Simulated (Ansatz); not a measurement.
## CH₅Ga: molecular dynamics (part 4 of 4)

The same run, continued: CH₅Ga; RHF/def2-mTZVP (Ansatz 0.2.0). It belongs to a series of runs on one base structure; here: dynamics from the last frame of an earlier run.

Geometry of the input (Å):
```
Ga -0.0041  -0.0043  -0.0113
C  -0.0113  -0.0035  1.9951
H  -0.3928  -0.9379  2.3231
H  1.0073  0.0917  2.3337
H  -0.5882  0.7820  2.4103
H  1.0279  -0.9336  -0.7740
H  -1.0716  0.9075  -0.7657
```

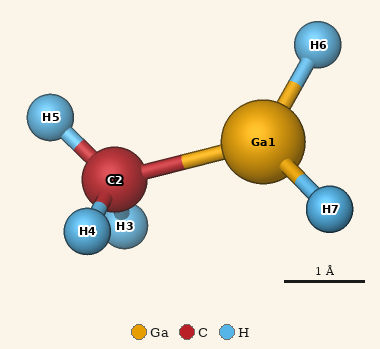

Fig. 1: The geometry at step 191 of the log (ball-and-stick view, seen at a tilt; atoms are numbered from 1 in the order of the input).

Trajectory as extended XYZ, continued
```
7
Properties=species:S:1:pos:R:3:forces:R:3 step=127 time_fs=63.5 energy=-53443.31663 temperature=1350.6
Ga   -0.0060   -0.0039   -0.0046    0.2436  -0.1436   0.0169
C    -0.0164   -0.0050    1.9521    1.8511  -0.4593   1.5632
H    -0.9278   -0.0655    2.4708   -1.5209   0.1222   0.0983
H     0.5422   -0.8573    2.4238   -0.1846   0.6522  -0.9357
H     0.4884    0.8743    2.3783   -0.1074  -0.2035  -0.4146
H     1.3139    0.2007   -0.8088    0.4367   0.1242  -0.0562
H    -1.2398   -0.2577   -0.8874   -0.7186  -0.0922  -0.2718
7
Properties=species:S:1:pos:R:3:forces:R:3 step=131 time_fs=65.5 energy=-53442.91455 temperature=782.7
Ga   -0.0063   -0.0036   -0.0032    0.0826  -0.4173  -0.5195
C    -0.0140   -0.0026    1.9491   -1.1269  -6.1659   0.7730
H    -0.9421   -0.0069    2.4825   -0.7373   0.2916  -0.2570
H     0.5291   -0.9013    2.5110   -0.8809   1.6928  -1.8287
H     0.5007    0.7697    2.2393    2.8406   4.5237   1.7481
H     1.3268    0.2833   -0.8022    0.1331   0.0918   0.1020
H    -1.2469   -0.2962   -0.9147   -0.3113  -0.0168  -0.0179
7
Properties=species:S:1:pos:R:3:forces:R:3 step=136 time_fs=68.0 energy=-53443.24587 temperature=1324.5
Ga   -0.0066   -0.0036   -0.0018   -0.1276  -0.5513  -1.1560
C    -0.0144   -0.0228    1.9503    0.0291  -0.8522   2.0413
H    -0.9918    0.0837    2.4807    0.8843   0.3309  -0.8201
H     0.4687   -0.8719    2.5275   -0.3891   0.8827  -1.2939
H     0.6370    0.8310    2.1373   -0.3417   0.0961   0.5755
H     1.3486    0.3929   -0.7874   -0.3234  -0.0513   0.3111
H    -1.2704   -0.3454   -0.9489    0.2683   0.1449   0.3421
7
Properties=species:S:1:pos:R:3:forces:R:3 step=140 time_fs=70.0 energy=-53442.89596 temperature=830.3
Ga   -0.0069   -0.0040   -0.0014   -0.1396  -0.4567  -1.2573
C    -0.0158   -0.0445    1.9575    0.0852   4.7230  -0.1514
H    -1.0013    0.1714    2.4466    1.1370   0.0923  -0.6689
H     0.4040   -0.8127    2.4875    1.2180  -1.9816   0.9263
H     0.7537    0.9133    2.0878   -2.2766  -2.4177   0.3210
H     1.3541    0.4805   -0.7628   -0.5356  -0.1861   0.3442
H    -1.2803   -0.3799   -0.9634    0.5117   0.2269   0.4861
7
Properties=species:S:1:pos:R:3:forces:R:3 step=144 time_fs=72.0 energy=-53442.78016 temperature=674.2
Ga   -0.0073   -0.0046   -0.0017   -0.1089  -0.3747  -1.1021
C    -0.0168   -0.0524    1.9645    0.8435   5.7127  -1.6081
H    -0.9703    0.2642    2.3877    0.3558  -0.1149   0.0070
H     0.3806   -0.8222    2.4779    1.2929  -2.5155   1.5564
H     0.7897    0.9100    2.0508   -2.3610  -2.6756   0.4719
H     1.3397    0.5626   -0.7249   -0.5259  -0.2492   0.2417
H    -1.2713   -0.4065   -0.9599    0.5036   0.2172   0.4332
7
Properties=species:S:1:pos:R:3:forces:R:3 step=148 time_fs=74.0 energy=-53443.14619 temperature=1263.4
Ga   -0.0077   -0.0054   -0.0026   -0.1017  -0.3602  -0.7699
C    -0.0147   -0.0435    1.9672    2.4949   0.9786  -0.4524
H    -0.9265    0.3545    2.3284   -0.8096  -0.2085   0.7432
H     0.3996   -0.9152    2.5190   -0.7066   0.8632  -0.4679
H     0.7394    0.8081    2.0316   -0.8360  -1.1823   0.7157
H     1.3054    0.6368   -0.6774   -0.3001  -0.1925   0.0494
H    -1.2434   -0.4254   -0.9403    0.2591   0.1015   0.1819
7
Properties=species:S:1:pos:R:3:forces:R:3 step=153 time_fs=76.5 energy=-53442.61628 temperature=496.8
Ga   -0.0084   -0.0067   -0.0043    0.0034  -0.2392  -0.0838
C    -0.0041   -0.0302    1.9683   -2.6957  -5.5211  -0.1794
H    -0.9095    0.4549    2.2910   -0.4909  -0.7869   0.7172
H     0.3868   -0.9888    2.5478   -1.5447   2.2932  -1.2412
H     0.6655    0.6499    2.0491    4.8706   4.4133   1.3014
H     1.2475    0.7218   -0.6153    0.1193  -0.0006  -0.2340
H    -1.1964   -0.4452   -0.9076   -0.2620  -0.1587  -0.2802
7
Properties=species:S:1:pos:R:3:forces:R:3 step=157 time_fs=78.5 energy=-53443.10749 temperature=1259.6
Ga   -0.0089   -0.0079   -0.0058    0.2075   0.0370   0.4208
C    -0.0014   -0.0348    1.9687   -0.6043  -0.6022   0.0316
H    -0.9177    0.5048    2.2916    0.4885  -1.1832   0.3363
H     0.3136   -0.9576    2.5220   -1.0922   1.0292  -0.4762
H     0.7654    0.6625    2.1138    1.2555   0.9580   0.6413
H     1.2038    0.7901   -0.5740    0.3172   0.1013  -0.4161
H    -1.1676   -0.4673   -0.8914   -0.5723  -0.3402  -0.5377
7
Properties=species:S:1:pos:R:3:forces:R:3 step=161 time_fs=80.5 energy=-53442.92942 temperature=1030.6
Ga   -0.0094   -0.0092   -0.0070    0.3020   0.3377   0.4892
C    -0.0010   -0.0415    1.9688    1.4968   5.2736  -0.8097
H    -0.9096    0.5118    2.3056    0.7308  -0.9078   0.0839
H     0.1998   -0.8938    2.4819    0.0791  -2.3940   1.5356
H     0.9205    0.7191    2.2036   -2.3727  -1.9857  -0.3622
H     1.1709    0.8628   -0.5477    0.2345   0.0363  -0.4674
H    -1.1591   -0.5023   -0.8947   -0.4706  -0.3600  -0.4695
7
Properties=species:S:1:pos:R:3:forces:R:3 step=165 time_fs=82.5 energy=-53442.81900 temperature=882.5
Ga   -0.0096   -0.0102   -0.0081    0.1725   0.5299   0.1597
C     0.0041   -0.0332    1.9667    2.7414   4.2405  -0.0840
H    -0.8765    0.4864    2.3239   -0.0618   0.0953   0.1067
H     0.0836   -0.9089    2.4923    0.2883  -2.0945   1.1318
H     0.9948    0.7073    2.2826   -3.1026  -2.3895  -0.7883
H     1.1460    0.9373   -0.5387   -0.0203  -0.1776  -0.3974
H    -1.1675   -0.5512   -0.9152   -0.0174  -0.2041  -0.1286
7
Properties=species:S:1:pos:R:3:forces:R:3 step=169 time_fs=84.5 energy=-53443.09887 temperature=1338.8
Ga   -0.0098   -0.0110   -0.0090   -0.0402   0.6205  -0.2051
C     0.0178   -0.0120    1.9647    2.3402  -0.8517   1.8920
H    -0.8456    0.4636    2.3469   -0.8816   0.9162   0.2030
H    -0.0222   -0.9954    2.5407    0.5062   1.2377  -1.1074
H     0.9550    0.6067    2.3334   -2.1244  -1.5190  -0.7324
H     1.1202    1.0060   -0.5448   -0.2469  -0.4137  -0.2941
H    -1.1767   -0.6083   -0.9410    0.4467   0.0101   0.2440
7
Properties=species:S:1:pos:R:3:forces:R:3 step=174 time_fs=87.0 energy=-53442.75247 temperature=843.6
Ga   -0.0101   -0.0115   -0.0104   -0.1286   0.7315  -0.2988
C     0.0418    0.0099    1.9695   -5.4859  -5.5250   0.1494
H    -0.8462    0.4799    2.3830   -0.0338   0.6483  -0.3630
H    -0.1269   -1.0429    2.5452    0.8503   2.1839  -1.7880
H     0.8258    0.4190    2.3727    4.4488   2.3539   2.0013
H     1.0740    1.0702   -0.5683   -0.3530  -0.5737  -0.2166
H    -1.1639   -0.6796   -0.9597    0.7022   0.1811   0.5158
7
Properties=species:S:1:pos:R:3:forces:R:3 step=178 time_fs=89.0 energy=-53443.04918 temperature=1309.1
Ga   -0.0104   -0.0115   -0.0117    0.0253   0.8761  -0.1237
C     0.0460    0.0104    1.9753   -4.3724  -3.1181   0.6348
H    -0.8517    0.5226    2.3991    0.8026   0.3136  -0.7023
H    -0.1772   -0.9930    2.4753    0.6022   0.8952  -1.1080
H     0.8639    0.3399    2.4694    2.6473   1.4235   1.0168
H     1.0220    1.0981   -0.5971   -0.2879  -0.5390  -0.2113
H    -1.1245   -0.7304   -0.9538    0.5829   0.1487   0.4938
7
Properties=species:S:1:pos:R:3:forces:R:3 step=182 time_fs=91.0 energy=-53443.01662 temperature=1291.5
Ga   -0.0106   -0.0109   -0.0131    0.3139   1.0293   0.2090
C     0.0369    0.0014    1.9831    1.1468   2.2373   1.4702
H    -0.8288    0.5784    2.3898    0.8935   0.1936  -0.5634
H    -0.2069   -0.9158    2.3663   -0.3364  -2.6922   0.7834
H     0.9993    0.3150    2.6018   -2.1313  -0.3541  -1.9168
H     0.9587    1.1060   -0.6343   -0.1114  -0.3465  -0.2456
H    -1.0630   -0.7766   -0.9295    0.2249  -0.0675   0.2633
7
Properties=species:S:1:pos:R:3:forces:R:3 step=186 time_fs=93.0 energy=-53442.76498 temperature=924.1
Ga   -0.0107   -0.0098   -0.0143    0.6343   1.1138   0.6688
C     0.0305   -0.0017    1.9954    2.9886   2.8265   1.0663
H    -0.7733    0.6424    2.3599    0.3228   0.1761  -0.0785
H    -0.2483   -0.9316    2.2815   -0.6820  -2.9476   1.2321
H     1.0657    0.2805    2.6690   -3.1523  -0.7191  -2.5206
H     0.8908    1.1010   -0.6814    0.1113  -0.0511  -0.3130
H    -0.9926   -0.8260   -0.8952   -0.2226  -0.3986  -0.0550
7
Properties=species:S:1:pos:R:3:forces:R:3 step=191 time_fs=95.5 energy=-53443.12252 temperature=1492.0
Ga   -0.0103   -0.0076   -0.0153    0.7816   0.9465   1.0592
C     0.0347    0.0039    2.0158    1.0286  -2.2949   0.1986
H    -0.6901    0.7325    2.3198   -0.5099   0.0438   0.3958
H    -0.3272   -1.0713    2.2327    0.4402   2.0811   0.3476
H     0.9884    0.2007    2.6237   -1.5070  -0.3794  -1.4402
H     0.8115    1.0929   -0.7578    0.2514   0.2189  -0.3289
H    -0.9165   -0.9106   -0.8553   -0.4848  -0.6160  -0.2321
7
Properties=species:S:1:pos:R:3:forces:R:3 step=195 time_fs=97.5 energy=-53442.78263 temperature=988.3
Ga   -0.0096   -0.0051   -0.0155    0.6327   0.5816   0.8847
C     0.0411    0.0019    2.0324   -5.4405  -3.5215  -3.7022
H    -0.6404    0.8060    2.3022   -0.3605  -0.5735   0.3605
H    -0.3770   -1.1168    2.2123    0.6547   3.1445   0.3331
H     0.8699    0.1208    2.5301    4.6504   0.5612   2.3412
H     0.7575    1.0944   -0.8332    0.1484   0.1761  -0.1706
H    -0.8744   -1.0038   -0.8319   -0.2853  -0.3684  -0.0467
7
Properties=species:S:1:pos:R:3:forces:R:3 step=199 time_fs=99.5 energy=-53443.03995 temperature=1388.3
Ga   -0.0084   -0.0024   -0.0153    0.3983   0.1536   0.3331
C     0.0322   -0.0105    2.0384   -4.1842  -1.4128  -3.2556
H    -0.6034    0.8583    2.2985    0.0684  -1.0701   0.3365
H    -0.4041   -1.0482    2.2051    0.1355   1.8934   0.5571
H     0.9052    0.0575    2.5103    3.5700   0.3718   1.6756
H     0.7086    1.1021   -0.9150   -0.0489  -0.0470   0.1253
H    -0.8426   -1.1110   -0.8099    0.0609   0.1111   0.2279
7
Properties=species:S:1:pos:R:3:forces:R:3 step=203 time_fs=101.5 energy=-53443.04186 temperature=1411.0
Ga   -0.0071    0.0005   -0.0148    0.1860  -0.2719  -0.1776
C     0.0112   -0.0269    2.0342    3.4464   3.1566  -1.1527
H    -0.5646    0.8721    2.3080    0.2003  -0.8259   0.4068
H    -0.4303   -0.9170    2.2210   -1.6322  -2.3795   1.3153
H     1.0656    0.0086    2.5501   -2.3234   0.0435  -1.2230
H     0.6578    1.1080   -0.9925   -0.1942  -0.2668   0.4421
H    -0.8086   -1.2146   -0.7793    0.3172   0.5440   0.3891
7
Properties=species:S:1:pos:R:3:forces:R:3 step=208 time_fs=104.0 energy=-53442.84416 temperature=1117.4
Ga   -0.0052    0.0038   -0.0144   -0.1053  -0.7969  -0.3679
C    -0.0008   -0.0348    2.0233    4.3106   1.3712  -0.3617
H    -0.5071    0.8522    2.3426   -0.0355   0.4137   0.5312
H    -0.5454   -0.8685    2.3099   -0.6984  -1.4975   0.7829
H     1.1527   -0.0495    2.5414   -3.6862   0.0248  -1.6062
H     0.5838    1.1013   -1.0653   -0.2002  -0.3253   0.6628
H    -0.7489   -1.3149   -0.7206    0.4150   0.8101   0.3588
7
Properties=species:S:1:pos:R:3:forces:R:3 step=212 time_fs=106.0 energy=-53443.09557 temperature=1512.0
Ga   -0.0038    0.0060   -0.0143   -0.3717  -1.0980  -0.1961
C     0.0047   -0.0350    2.0130    0.4970  -1.6888   0.8522
H    -0.4608    0.8477    2.3919   -0.0162   0.6840   0.3196
H    -0.6719   -0.9021    2.4157    1.7779   1.5548  -0.9576
H     1.0715   -0.0953    2.4678   -2.1433  -0.0380  -0.7957
H     0.5160    1.0825   -1.0964   -0.0819  -0.1478   0.6027
H    -0.6837   -1.3619   -0.6582    0.3383   0.7337   0.1750
7
Properties=species:S:1:pos:R:3:forces:R:3 step=216 time_fs=108.0 energy=-53442.81254 temperature=1082.8
Ga   -0.0026    0.0076   -0.0142   -0.5704  -1.1823   0.2175
C     0.0109   -0.0396    2.0048   -6.4328  -0.5767  -0.2118
H    -0.4139    0.8662    2.4523    0.3623  -0.0088  -0.3036
H    -0.7367   -0.8845    2.4884    2.3423   1.9282  -1.7161
H     0.9234   -0.1445    2.3695    4.0545  -0.7157   1.7799
H     0.4451    1.0584   -1.1051    0.0860   0.1870   0.3415
H    -0.6056   -1.3818   -0.5892    0.1580   0.3683  -0.1074
7
Properties=species:S:1:pos:R:3:forces:R:3 step=220 time_fs=110.0 energy=-53442.94704 temperature=1290.9
Ga   -0.0017    0.0086   -0.0140   -0.6266  -1.0344   0.7318
C    -0.0016   -0.0459    1.9963   -5.6819   1.2455   0.2429
H    -0.3533    0.8855    2.5019    0.6216  -0.4113  -0.7109
H    -0.7162   -0.7973    2.4982    1.3294   0.7446  -1.4817
H     0.9121   -0.2206    2.3304    4.1622  -0.8871   1.6208
H     0.3772    1.0416   -1.1009    0.2298   0.5460   0.0090
H    -0.5213   -1.3883   -0.5243   -0.0345  -0.2035  -0.4119
7
Properties=species:S:1:pos:R:3:forces:R:3 step=225 time_fs=112.5 energy=-53442.79928 temperature=1074.2
Ga   -0.0010    0.0090   -0.0133   -0.5228  -0.7869   1.0532
C    -0.0365   -0.0474    1.9868    5.3033   3.7218  -0.1685
H    -0.2457    0.8908    2.5275    0.4557  -0.0957  -0.5865
H    -0.6429   -0.6720    2.4476   -2.8799  -3.5568   1.3709
H     1.0704   -0.3504    2.3505   -2.5064   0.6829  -0.8981
H     0.3044    1.0500   -1.0954    0.2613   0.6965  -0.1495
H    -0.4176   -1.4089   -0.4656   -0.1112  -0.6617  -0.6215
7
Properties=species:S:1:pos:R:3:forces:R:3 step=229 time_fs=114.5 energy=-53442.73357 temperature=970.3
Ga   -0.0008    0.0088   -0.0120   -0.4522  -0.7754   0.7298
C    -0.0502   -0.0373    1.9794    5.3559   1.3521   0.4861
H    -0.1400    0.8900    2.5231    0.0148   0.3374  -0.1244
H    -0.6779   -0.6928    2.4448   -1.7344  -1.9873   0.6439
H     1.1166   -0.4316    2.3379   -3.3369   1.0432  -1.1932
H     0.2571    1.0855   -1.0963    0.1677   0.4493   0.0306
H    -0.3389   -1.4511   -0.4444   -0.0149  -0.4193  -0.5729
7
Properties=species:S:1:pos:R:3:forces:R:3 step=233 time_fs=116.5 energy=-53442.96174 temperature=1325.4
Ga   -0.0008    0.0083   -0.0104   -0.4736  -0.8618   0.1657
C    -0.0473   -0.0230    1.9738    2.0802  -2.2828   1.8576
H    -0.0337    0.9010    2.5135   -0.4839   0.3883   0.2045
H    -0.7755   -0.7850    2.4646    1.2298   1.6832  -1.2095
H     1.0392   -0.4744    2.2811   -2.5166   0.8664  -0.9081
H     0.2161    1.1378   -1.0958    0.0607   0.0359   0.3020
H    -0.2605   -1.5084   -0.4447    0.1035   0.1709  -0.4122
7
Properties=species:S:1:pos:R:3:forces:R:3 step=237 time_fs=118.5 energy=-53442.90653 temperature=1237.1
Ga   -0.0012    0.0072   -0.0086   -0.5191  -0.8424  -0.2784
C    -0.0378   -0.0148    1.9735   -2.0669  -1.2394   1.0463
H     0.0545    0.9249    2.5102   -0.8190  -0.1733   0.0812
H    -0.8335   -0.8212    2.4435    1.8429   2.7356  -1.3262
H     0.8746   -0.4883    2.1922    1.4177  -0.8567   0.2512
H     0.1775    1.1917   -1.0841   -0.0039  -0.3202   0.4678
H    -0.1784   -1.5594   -0.4608    0.1483   0.6965  -0.2419
7
Properties=species:S:1:pos:R:3:forces:R:3 step=242 time_fs=121.0 energy=-53442.91501 temperature=1252.7
Ga   -0.0019    0.0052   -0.0066   -0.4176  -0.6382  -0.4791
C    -0.0368   -0.0080    1.9771   -3.3547   1.6804  -0.5068
H     0.1223    0.9426    2.5096   -0.7155  -0.7942  -0.0608
H    -0.8158   -0.7271    2.3520    0.3041   1.5795  -0.1790
H     0.7698   -0.5685    2.0985    4.1159  -2.3151   0.8882
H     0.1292    1.2417   -1.0449   -0.0141  -0.4879   0.4188
H    -0.0683   -1.5853   -0.4935    0.0819   0.9755  -0.0813
7
Properties=species:S:1:pos:R:3:forces:R:3 step=246 time_fs=123.0 energy=-53442.98078 temperature=1352.8
Ga   -0.0028    0.0032   -0.0053   -0.1590  -0.4536  -0.3648
C    -0.0462    0.0022    1.9782    4.7417   0.7626  -2.1375
H     0.1458    0.9266    2.5078   -0.3233  -0.3805   0.1902
H    -0.7911   -0.5873    2.2705   -3.4237  -1.7429   1.7115
H     0.8423   -0.7167    2.0600   -0.8011   1.2947   0.4398
H     0.0900    1.2617   -0.9957    0.0069  -0.3504   0.1987
H     0.0234   -1.5656   -0.5238   -0.0414   0.8700  -0.0378
7
Properties=species:S:1:pos:R:3:forces:R:3 step=250 time_fs=125.0 energy=-53442.79763 temperature=1069.3
Ga   -0.0038    0.0010   -0.0042    0.0962  -0.1959  -0.1484
C    -0.0428    0.0143    1.9730    4.5126  -2.1356  -2.0651
H     0.1574    0.8978    2.5139    0.1671   0.5190   0.5860
H    -0.8802   -0.4997    2.2462   -2.1030  -1.1837   1.2841
H     0.8955   -0.8238    2.0401   -2.5276   2.5489   0.5486
H     0.0510    1.2689   -0.9393   -0.0062  -0.0252  -0.1148
H     0.1135   -1.5134   -0.5558   -0.1391   0.4725  -0.0904
```

Results in brief

| quantity | value |
| --- | --- |
| outcome | finished |
| mean temperature over the second half | 1139 K |
| trajectory | 250 steps, 125 fs |
| ensemble | nvt_nose_hoover |
| temperature in the input | 1000.0 K |
| time step | 0.5 fs |
| potential energy (last step) | −53442.7976 eV |
| mean-field energy (last step) | −53442.7976 eV |
| largest force (length of the vector) (last step) | 5.403 eV/Å |
| hardware | 1 thread of Arm Neoverse V2, 24 GiB of memory available, shared host |
| wall time | 3.6 min |
| peak memory | 0.11 GiB |

Remarks

So short a trajectory is not equilibrated.
